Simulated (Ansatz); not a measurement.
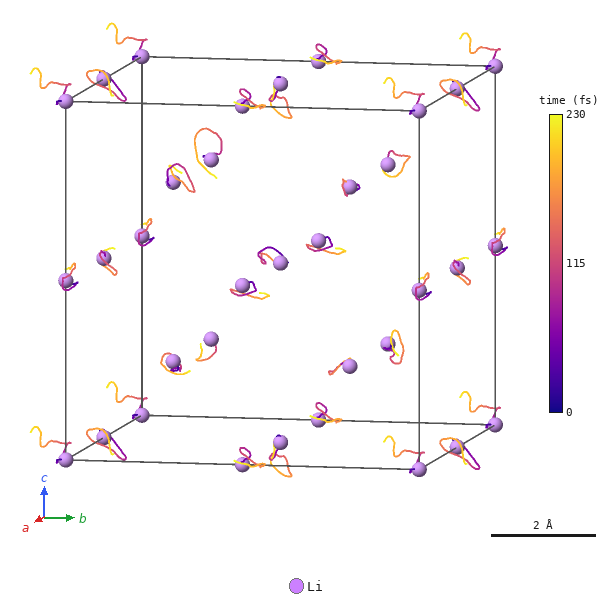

Molecular dynamics of a 16-atom cell of Li, 230 fs long. The cell was cut from the bcc crystal. Lines trace each atom's path, coloured by time; spheres stand at the starting positions. Seen slightly off an axis in the simulation cell.

Theory: DFT PBE, scalar-relativistic, plane waves, PAW (Ansatz). Set-up: plane-wave cutoff 420 eV; k-point mesh 3 × 3 × 3; Fermi-Dirac smearing 0.1 eV; low-accuracy preset; Langevin thermostat (NVT); set temperature 300 K, then to 900 K over 230 steps; time step 1 fs; friction 0.02 per fs.

Input
```yaml
accuracy: low
crystal:
  lattice:
    - [6.98, 0.0, 0.0]
    - [0.0, 6.98, 0.0]
    - [0.0, 0.0, 6.98]
  atoms:
    - { symbol: Li, position: [0.0, 0.0, 0.0] }
    - { symbol: Li, position: [0.5, 0.0, 0.0] }
    - { symbol: Li, position: [0.0, 0.5, 0.0] }
    - { symbol: Li, position: [0.0, 0.0, 0.5] }
    - { symbol: Li, position: [0.25, 0.25, 0.25] }
    - { symbol: Li, position: [0.5, 0.5, 0.0] }
    - { symbol: Li, position: [0.5, 0.0, 0.5] }
    - { symbol: Li, position: [0.75, 0.25, 0.25] }
    - { symbol: Li, position: [0.0, 0.5, 0.5] }
    - { symbol: Li, position: [0.25, 0.75, 0.25] }
    - { symbol: Li, position: [0.25, 0.25, 0.75] }
    - { symbol: Li, position: [0.5, 0.5, 0.5] }
    - { symbol: Li, position: [0.75, 0.75, 0.25] }
    - { symbol: Li, position: [0.75, 0.25, 0.75] }
    - { symbol: Li, position: [0.25, 0.75, 0.75] }
    - { symbol: Li, position: [0.75, 0.75, 0.75] }
basis:
  ecutwfc: 420.0
kpoints:
  mp_grid: { grid: [3, 3, 3] }
hamiltonian:
  xc: pbe
scf:
  occupations: { method: fermi_dirac, width: 0.1 }
  lower_state_search: "off"
md:
  timestep: 1
  n_steps: 230
  ensemble: nvt_langevin
  temperature: 300.0
  initial_velocities: maxwell_boltzmann
  seed: 320257
  friction: 0.02
  temperature_schedule: [{ n_steps: 230, end_temperature: 900.0 }]
```

Run as
```bash
ansatz run input.yaml --threads 1 --pin off --max-ram 3072MiB --backend cpu --events-out ev --progress --plain --runs-dir out
```

What do the traces tell about the motion?

Root-mean-square distances from the starting positions over the second half, with the common drift of all atoms taken out: Li 0.45 Å. That is small against the typical shortest distance between atoms in the first frame, about 3.0 Å: the atoms vibrate about their sites and the arrangement holds.

Limits of the set-up: the program's low-accuracy preset was used.

Cost: 30 min on 1 thread of Intel(R) Xeon(R) Platinum 8259CL CPU @ 2.50GHz (Skylake/Cascade Lake), on a shared host, peak memory 0.74 GiB.
